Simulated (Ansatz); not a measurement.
Si2SbH7: several calculations on one system

### Relaxation

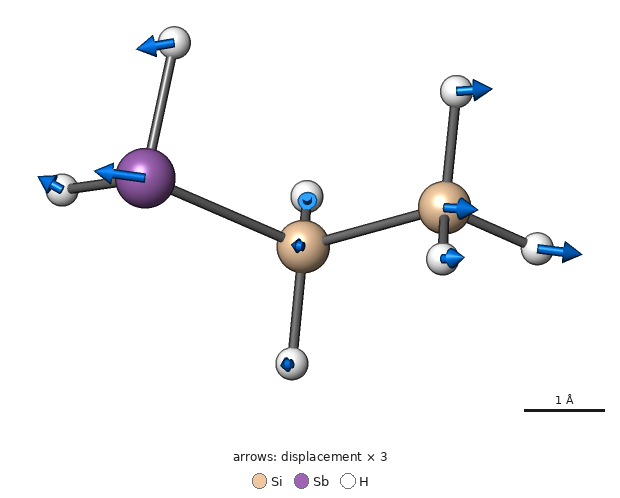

A relaxation of Si2SbH7. The starting structure is drawn; blue arrows show the displacements, 3 times their true length. The two geometries are superimposed by the best rigid fit.

Style: ball-and-stick. Shown from a free direction.

The run prepares an end point of a later path (torsion) calculation, from a guessed geometry.

Method: RKS BLYP/def2-SVP (Ansatz 0.2.0). Settings: no spin polarisation; force threshold 0.015 eV/Å; at most 40 steps.

> What happened in the run?

The energy falls by 11.1 kcal/mol in 5 geometry steps. The largest force component goes from 2.1 to 0.0088 eV/Å. The largest move after the best rigid fit is that of the Sb atom, 0.22 Å. Largest moves by element: Sb 0.22 Å, H 0.19 Å, Si 0.16 Å. Some distances before and after: Si–Si 2.165 → 2.369 Å, Sb–Si 2.493 → 2.651 Å, H–Si 1.436 → 1.503 Å, H–Sb 1.787 → 1.743 Å. Among the angles between lasting bonds that change: Sb–Si–H 108.7° → 111.6°, H–Si–H 110.5° → 107.7°, Si–Si–Sb 108.7° → 111.5°. Cost: 9.7 s on 2 threads of Arm Neoverse V2, on a shared host, peak memory 0.14 GiB.

### Relaxation

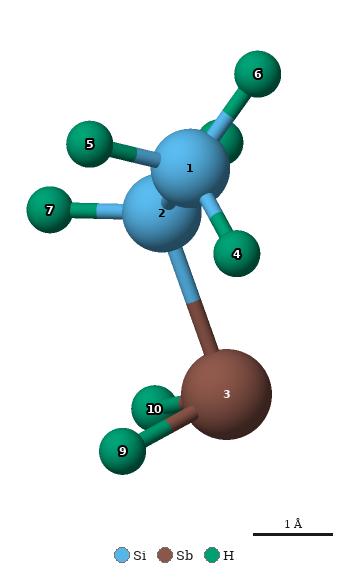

This is the input geometry for a relaxation of Si$_{2}$SbH$_{7}$. The picture is a ball-and-stick view, seen from a free direction.

The run prepares an end point of a later path (torsion) calculation, from a guessed geometry.

All numbers below come from RKS BLYP/def2-SVP (Ansatz 0.2.0).

Input file:
```yaml
crystal:
  periodic: [false, false, false]
  atoms:
    - { symbol: Si, position_ang: [-1.472, 0.6322, -0.553] }
    - { symbol: Si, position_ang: [0.2844, -0.6305, -0.4617] }
    - { symbol: Sb, position_ang: [-0.16345, -2.71405, -1.75536] }
    - { symbol: H, position_ang: [-2.4865, 0.0207, -1.3652] }
    - { symbol: H, position_ang: [-1.1597, 1.9499, -1.211] }
    - { symbol: H, position_ang: [-2.0217, 0.938, 0.7944] }
    - { symbol: H, position_ang: [1.43095, 0.05318, -1.05529] }
    - { symbol: H, position_ang: [0.57769, -1.01434, 0.94535] }
    - { symbol: H, position_ang: [-0.07878, -1.87991, -3.33361] }
    - { symbol: H, position_ang: [1.56864, -3.12942, -1.83129] }
basis:
  gaussian: { orbitals: def2-SVP }
hamiltonian:
  xc: blyp
relax:
  f_tol: 0.015
  max_steps: 40
```

Run as
```bash
ansatz run input.yaml --threads 2 --pin off --max-ram 3072MiB --backend cpu --events-out ev --progress --plain --runs-dir out
```

> Where does the relaxation end?

Over 23 accepted moves (24 points after the start) the energy falls by 12.5 kcal/mol. The largest force component goes from 2.4 to 0.0082 eV/Å. The line search rejected the trial step at point 16 of the run. The forces were under the threshold at step 5, but the run went on from there. The atom that moves furthest after the best rigid fit is H4 (1.11 Å). By element the largest moves are H 1.11 Å, Sb 0.44 Å, Si 0.18 Å. Among the contacts that change: Si1–Si2 2.165 → 2.370 Å, Si2–Sb3 2.493 → 2.651 Å, Si1–H4 1.436 → 1.503 Å, Sb3–H9 1.787 → 1.743 Å. Bond angles that change, for instance: Si1–Si2–Sb3 108.7° → 111.7°, H7–Si2–H8 110.5° → 107.7°, Si2–Sb3–H9 93.4° → 90.7°. Groups turn about Si1–Si2 by about 60°. Cost: 36 s on 2 threads of Arm Neoverse V2, on a shared host, peak memory 0.14 GiB.

The structure at the end:

```xyz
10

Si   -1.5805    0.7385   -0.5308
Si    0.2288   -0.7851   -0.3887
Sb   -0.0002   -2.7451   -2.1594
H    -2.8819    0.0141   -0.3302
H    -1.6060    1.3903   -1.8839
H    -1.4670    1.8125    0.5141
H     1.5281   -0.0453   -0.5523
H     0.2307   -1.4144    0.9792
H     0.3288   -1.6348   -3.4620
H     1.6988   -3.1050   -2.0126
```

After the run, drawn alike:

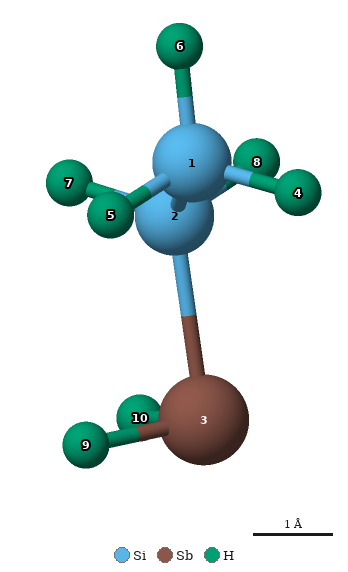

### Path

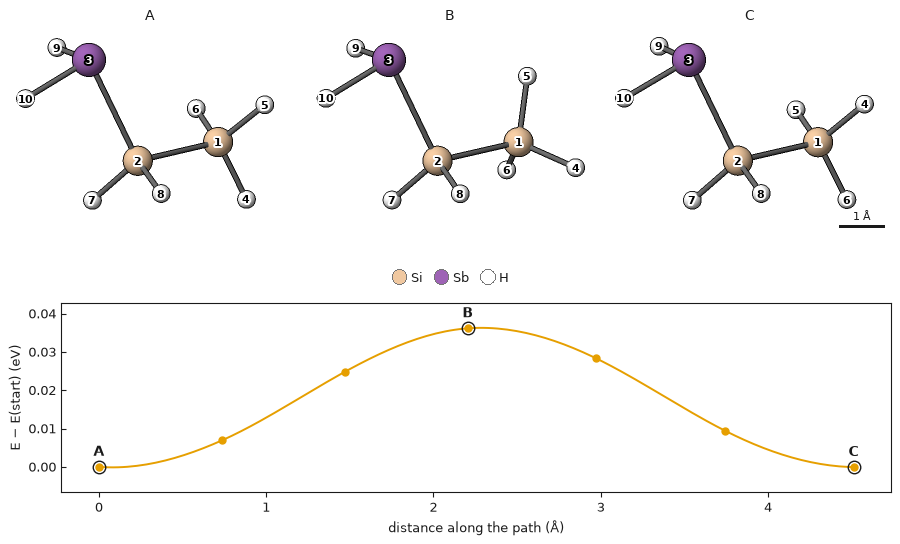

A search for the minimum-energy path of Si₂SbH₇ by the nudged elastic band. Images are numbered from 0 (start) to 6 (end). Frames A to C are images 0, 3, 6. A ball-and-stick model, seen at a tilt.

These are results of RKS BLYP/def2-SVP (Ansatz 0.2.0), not measurements. Set-up: 5 movable images; climbing image; force threshold 0.03 eV/Å; iteration limit 60; starting path through a guess of the saddle point.

> Read off the barrier and say what moves.

The two ends have the same energy, and the highest point, image 3, lies 0.036 eV above the start. The motion is a rotation about the Si1–Si2 bond by about 120°. No bond forms or breaks between the ends. The band converged in 27 iterations. The largest component of the band force went from 250 to 0.014 eV/Å. The climbing image converged on the top of the path. Its vibrational analysis gives one imaginary mode (83i cm⁻¹), as a transition state must have.
